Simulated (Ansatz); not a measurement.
# A thicker film of SrCl2 (110) from two thinner ones

In a field along its normal an insulating film takes a dipole p. Written as a length, p/(ε₀AE), it should grow by 1 − 1/ε for each ångström added.

**Method.** Ansatz 0.2.0, plane waves with PAW datasets (its set soft_2), PBE; fluorite films relaxed at a bulk in-plane lattice constant near the measured one, then held in weak fields of both signs with a dipole correction (A is the cell's area, E the outer field).

```
    run  distance between the outer atoms (Å)  p/(ε₀AE) (Å)
4 units                                 7.721         6.849
6 units                                12.715        10.137
9 units                                20.240             ?
```

**Question.** What value belongs in the row marked “?”, and how far can the other rows tell?

Two rows fix a line: slope = (10.137 − 6.849) / (12.715 − 7.721) = 0.6584, intercept 1.7655. That slope means ε = 1/(1 − 0.6584) = 2.93. At 20.240 it gives 0.6584 × 20.240 + 1.7655 = 15.092 Å, beyond the rows fitted. Rounding of the rows alone allows about ±0.003 Å there; two rows can't show whether the line holds.

The run itself gives 15.066 Å: a miss of −0.026 Å, or 0.2 % of the value. The length is met to within 1 %, though ε is more sensitive than the length: the two thickest films give ε = 2.90.

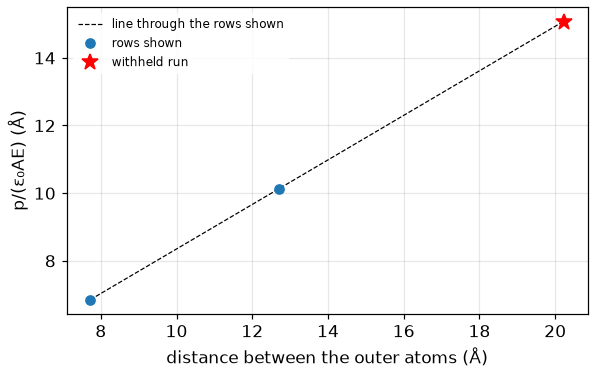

The fit and the withheld run.

**Limits.** This is the electronic response alone. A unit is one step of the cut along the normal (a plane, a pair of planes or a cell), and the layers relax along it, away from their bulk spacing where the functional's lattice constant differs from the one held.

[Logs are printed without paths, hosts, clocks, repeated set-up lines and the standing remarks that a program may print on its own settings, such as how far it seeks lower states.]
